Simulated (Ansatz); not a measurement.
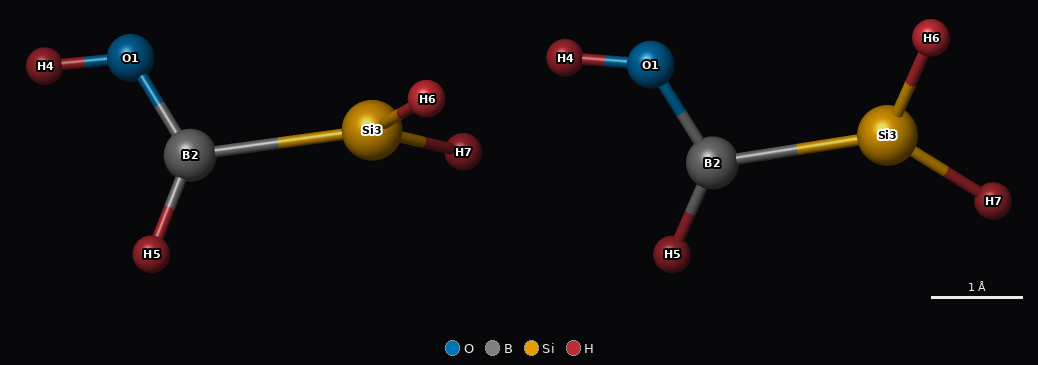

Two geometries of BSiH₄O (charge +1), drawn at one scale. One is the start of a relaxation, the other its converged end. The picture is a ball-and-stick view, seen at a tilt.

These are results of Ansatz 0.2.0, RKS PBE0-D4/def2-TZVP, not measurements. (force threshold 0.005 eV/Å; at most 200 steps)

Q: Which one is relaxed?

A: The left one is the relaxed one. The largest move after the best rigid fit is that of H6, 0.84 Å. Largest moves by element: H 0.84 Å, O 0.44 Å, B 0.19 Å, Si 0.07 Å. Among the contacts that change: B2–Si3 2.010 → 2.056 Å, B2–H5 1.178 → 1.195 Å, O1–B2 1.308 → 1.320 Å, Si3–H6 1.468 → 1.480 Å. Bond angles that change, for instance: Si3–B2–H5 124.6° → 117.1°, B2–O1–H4 123.9° → 117.2°, B2–Si3–H7 128.7° → 123.5°. Groups turn about B2–Si3 by about 70°. The energy falls by 2.78 kcal/mol in 12 accepted moves (16 points after the start). Largest force component: 0.83 eV/Å at the start, 0.0037 eV/Å at the end. The line search rejected the trial steps at points 5, 8, 12, 14 of the run.
